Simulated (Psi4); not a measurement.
# BHLYP/cc-pVDZ run of CHFGaN (SMILES N#[C][GaH][F])

What is the vertical ionisation energy of CHFGaN at BHLYP/cc-pVDZ? 

Program for the calculation: Psi4 1.11.

4 further runs of the same task are left out: 1 that didn't finish, 3 set aside as unsound or not needed.

## Step 1: Starting point

The species is CHFGaN (5 atoms), meant as a singlet with charge 0. SMILES: `N#[C][GaH][F]`. Geometry: relaxed at PBE0-D4/def2-TZVP.

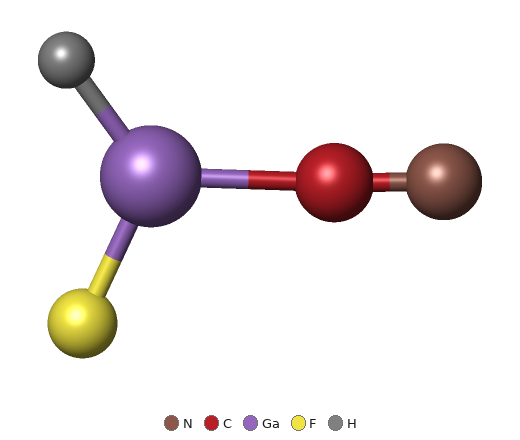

Viewed from a chosen angle; nitrogen brown, carbon red, gallium purple, fluorine yellow, hydrogen grey.

## Step 2: Energy and gradient at BHLYP/cc-pVDZ

Contents of job.in:

```
memory 2.2 GB

molecule {
  0 1
  N      2.29412752    -3.13165413     2.39239327
  C      1.21131445    -1.63404618     1.24022726
  Ga    -0.49076187     0.98076786    -0.65290038
  F     -3.25921065    -0.10110035    -2.06471476
  H      0.33863892     3.74675999    -0.99324005
  units bohr
  symmetry c1
}

set {
  reference rks
  puream true
  e_convergence 1e-09
  d_convergence 1e-08
  scf_type pk
  dft_radial_points 99
  dft_spherical_points 590
}

e, wfn = gradient("bhhlyp/cc-pVDZ", return_wfn=True)
oeprop(wfn, "LOWDIN_CHARGES", "MAYER_INDICES", "QUADRUPOLE")
```

The run is started by

```
$ psi4 job.in job.out -n 1
```

job.out:

```text
[...]
  Running in c1 symmetry.
[...]
  Nuclear repulsion =  224.030503629408230
[...]
  Multiplicity = 1
[...]
  Nalpha       = 27
  Nbeta        = 27
[...]
    Number of basis functions: 74
[...]
   @RKS iter   1: -2117.47488760203714   -4.11401e+00   1.40353e-02 DIIS/ADIIS
[...]
   @RKS iter  12: -2118.03661300951399   -1.13687e-11   5.50667e-09 DIIS
[...]
    Orbital Energies [Eh]
    ---------------------
    Doubly Occupied:
       1A   -375.071348     2A    -46.890956     3A    -41.485092
       4A    -41.481275     5A    -41.480844     6A    -25.288515
       7A    -14.836969     8A    -10.631809     9A     -5.939488
      10A     -4.155032    11A     -4.147346    12A     -4.145455
      13A     -1.308958    14A     -1.072380    15A     -1.069434
      16A     -1.066508    17A     -1.065340    18A     -1.058396
      19A     -1.044156    20A     -0.627515    21A     -0.530744
      22A     -0.495526    23A     -0.489462    24A     -0.464055
      25A     -0.428052    26A     -0.417207    27A     -0.412486
[...]
  @RKS Final Energy: -2118.03661300951399
   => Energetics <=
    Nuclear Repulsion Energy =            224.0305036294082299
    One-Electron Energy =               -3394.2187152054043509
    Two-Electron Energy =                1102.4413105072203507
    DFT Exchange-Correlation Energy =     -50.2897119407380089
    Empirical Dispersion Energy =           0.0000000000000000
    VV10 Nonlocal Energy =                  0.0000000000000000
    Total Energy =                      -2118.0366130095139852
[...]
  -Total Gradient:
     Atom            X                  Y                   Z
    ------   -----------------  -----------------  -----------------
       1        0.001558441749    -0.001947335079     0.001590814608
       2       -0.002520685233     0.002712351180    -0.002437196060
       3       -0.002666584741    -0.002909032473    -0.000776081995
       4        0.003449702290     0.001111349439     0.001832652204
       5        0.000130897739     0.000974271850    -0.000222440873
[...]
 Multipole Moments:
 ------------------------------------------------------------------------------------
     Multipole            Electronic (a.u.)      Nuclear  (a.u.)        Total (a.u.)
 ------------------------------------------------------------------------------------
 L = 1.  Multiply by 2.5417464519 to convert [e a0] to [Debye]
 Dipole X            :         -1.8970248            2.0203330            0.1233082
 Dipole Y            :          2.5411138           -1.3013557            1.2397582
 Dipole Z            :         -1.9929932            1.6835789           -0.3094143
 Magnitude           :                                                    1.2837221
 L = 2.  Multiply by 1.3450342976 to convert [e a0^2] to [Debye ang]
 Quadrupole XX       :       -168.5754752          140.8290108          -27.7464644
 Quadrupole XY       :         74.1452743          -72.3165559            1.8287184
[...]
```

It took 74 s on 1 thread of Intel Xeon Platinum 8259CL at 2.50GHz (Skylake/Cascade Lake), shared host; peak memory 0.98 GiB.

## Step 3: The doublet cation: a single-point energy at UBHLYP/cc-pVDZ

Contents of calc.py:

```python
import psi4

psi4.set_memory('2200 MB')
psi4.set_num_threads(1)
psi4.core.set_output_file('psi4.out', False)

molecule = psi4.geometry("""
1 2
N      1.214000    -1.657200     1.266000
C      0.641000    -0.864700     0.656300
Ga    -0.259700     0.519000    -0.345500
F     -1.724700    -0.053500    -1.092600
H      0.179200     1.982700    -0.525600
symmetry c1
""")

psi4.set_options({
    'basis': 'cc-pVDZ',
    'reference': 'uks',
    'puream': True,
    'e_convergence': 1e-09,
    'd_convergence': 1e-08,
    'scf_type': 'pk',
    'dft_radial_points': 99,
    'dft_spherical_points': 590,
    'maxiter': 100,
})

result, w = psi4.energy("bhhlyp", return_wfn=True)
psi4.oeprop(w, "LOWDIN_CHARGES", "DIPOLE", "MAYER_INDICES", title="BHHLYP")
print('E =', round(result, 9))
for k, v in sorted(psi4.core.scalar_variables().items()):
    print(f'{k:45s} {v:18.10f}')
```

The run is started by

```
$ python calc.py
```

psi4.out:

```text
[...]
  Running in c1 symmetry.
[...]
  Nuclear repulsion =  224.030503645129642
[...]
  Multiplicity = 2
[...]
  Nalpha       = 27
  Nbeta        = 26
[...]
    Number of basis functions: 74
[...]
   @UKS iter   1: -2117.04446114400571   -3.68358e+00   1.35374e-02 ADIIS/DIIS
[...]
   @UKS iter  34: -2117.56173699037618   -2.27374e-12   4.15278e-09 DIIS
[...]
   @S^2 Observed:                7.828221620E-01
[...]
    Orbital Energies [Eh]
    ---------------------
    Alpha Occupied:
       1A   -375.306164     2A    -47.125255     3A    -41.718979
       4A    -41.716278     5A    -41.715140     6A    -25.498987
       7A    -15.218729     8A    -10.981630     9A     -6.173157
      10A     -4.386786    11A     -4.382772    12A     -4.379001
      13A     -1.514387    14A     -1.397251    15A     -1.306900
      16A     -1.301884    17A     -1.299466    18A     -1.298672
      19A     -1.289381    20A     -0.926596    21A     -0.851365
      22A     -0.748899    23A     -0.747583    24A     -0.739176
      25A     -0.699229    26A     -0.687209    27A     -0.661179
    Alpha Virtual:
[...]
  @UKS Final Energy: -2117.56173699037618
   => Energetics <=
    Nuclear Repulsion Energy =            224.0305036451296417
    One-Electron Energy =               -3380.5667889535916402
    Two-Electron Energy =                1089.0607616400284314
    DFT Exchange-Correlation Energy =     -50.0862133219423100
    Empirical Dispersion Energy =           0.0000000000000000
    VV10 Nonlocal Energy =                  0.0000000000000000
    Total Energy =                      -2117.5617369903761755
[...]
 Multipole Moments:
 ------------------------------------------------------------------------------------
     Multipole            Electronic (a.u.)      Nuclear  (a.u.)        Total (a.u.)
 ------------------------------------------------------------------------------------
 L = 1.  Multiply by 2.5417464519 to convert [e a0] to [Debye]
 Dipole X            :         -0.4090293            2.0203330            1.6113038
 Dipole Y            :          1.1975543           -1.3013557           -0.1038014
 Dipole Z            :         -0.6326863            1.6835789            1.0508926
 Magnitude           :                                                    1.9265123
[...]
```

The script printed:

```text
E = -2117.56173699
CURRENT ENERGY                                  -2117.5617369904
CURRENT REFERENCE ENERGY                        -2117.5617369904
DD SOLVATION ENERGY                                 0.0000000000
DFT FUNCTIONAL TOTAL ENERGY                     -2117.5617369904
DFT TOTAL ENERGY                                -2117.5617369904
DFT VV10 ENERGY                                     0.0000000000
DFT XC ENERGY                                     -50.0862133219
GRID ELECTRONS ALPHA                               26.9999990988
GRID ELECTRONS BETA                                25.9999991584
GRID ELECTRONS TOTAL                               52.9999982572
NUCLEAR REPULSION ENERGY                          224.0305036451
ONE-ELECTRON ENERGY                             -3380.5667889536
PCM POLARIZATION ENERGY                             0.0000000000
PE ENERGY                                           0.0000000000
SCF ITERATION ENERGY                            -2117.5617369904
SCF ITERATIONS                                     34.0000000000
SCF TOTAL ENERGY                                -2117.5617369904
TWO-ELECTRON ENERGY                              1089.0607616400
XC GRID RADIAL POINTS                              99.0000000000
XC GRID SPHERICAL POINTS                          590.0000000000
XC GRID TOTAL POINTS                           280174.0000000000
```

It took 48 s on 1 thread of Intel Xeon Platinum 8259CL at 2.50GHz (Skylake/Cascade Lake), shared host; peak memory 0.98 GiB.

## Step 4: Results

At BHLYP/cc-pVDZ:

| quantity | value |
| --- | --- |
| singlet CHFGaN: total energy | -2118.03661 Eh |
| singlet CHFGaN: dipole moment | 3.26 D |
| singlet CHFGaN: HOMO energy | -11.22 eV |
| singlet CHFGaN: LUMO energy | -1.68 eV |
| singlet CHFGaN: HOMO–LUMO gap | 9.55 eV |
| singlet CHFGaN: largest force on an atom | 0.228 eV/Å |
| doublet cation: total energy | -2117.56174 Eh |
| doublet cation: HOMO energy (highest over α and β) | -17.23 eV |
| doublet cation: LUMO energy (lowest over α and β) | -14.06 eV |
| doublet cation: ⟨S²⟩ | 0.783 |
| vertical ionisation energy (to the doublet cation) | 12.922 eV |

In words: The vertical ionisation energy comes to 12.92 eV (298 kcal/mol). The negative HOMO energy of the first species, 11.22 eV, lies 1.70 eV below that difference.
